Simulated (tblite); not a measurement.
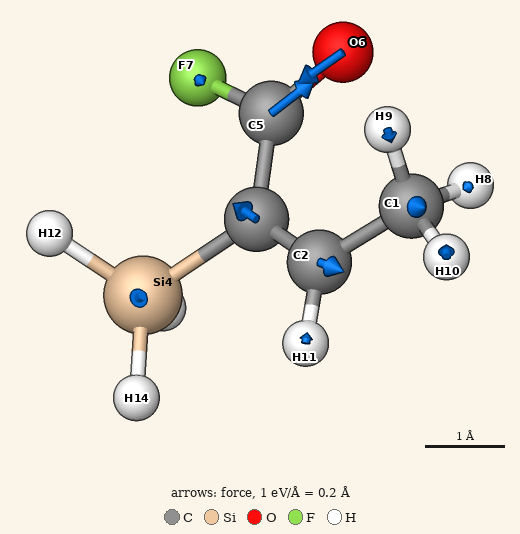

Starting geometry of C₄H₇FOSi with the computed forces as blue arrows. A ball-and-stick model, seen at a tilt.

These are results of GFN2-xTB geometry optimisation, gas phase in tblite 0.8.0, not measurements. 

Question: Is this structure relaxed? If not, where do the atoms go?

Answer: It isn't relaxed: the largest force vector, on O atoms, is 3.82 eV/Å. The final displacements follow the starting forces only in part (cosine between the two patterns 0.35). The largest move after the best rigid fit is that of the F atom, 0.15 Å. Largest moves by element: F 0.15 Å, H 0.13 Å, O 0.11 Å, Si 0.11 Å, C 0.10 Å. Among the contacts that change: C–O 1.247 → 1.187 Å, C–Si 1.846 → 1.895 Å, H–Si 1.501 → 1.461 Å, C–C 1.307 → 1.345 Å. Among the angles between lasting bonds that change: C–C–O 125.9° → 132.1°, C–C–F 116.2° → 110.2°, C–C–Si 118.8° → 124.3°. Over 47 geometry steps the energy falls by 0.431 eV. The run took 0.26 s on 1 thread of Arm Neoverse V1 (shared host).
